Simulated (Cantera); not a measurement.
Charge: 1 mol BN, 16 mol F₂, a varied amount of H₂, 53 mol HF, at 527 °C and 0.133 bar.

Equilibrium computed with Cantera from the NASA thermochemical tables; the gas is ideal and each condensed phase is pure. Candidate condensed phases: B, BN; 31 gas species. The numbers say what is thermodynamically allowed, not how fast it happens.

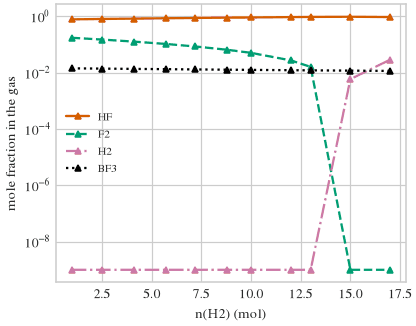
Fig. 1. Equilibrium gas composition (values under 1e-9 drawn at 1e-9)

From 0.98 mol H₂ to 17 mol H₂ nothing is condensed. The main B-bearing gas is BF₃ throughout.
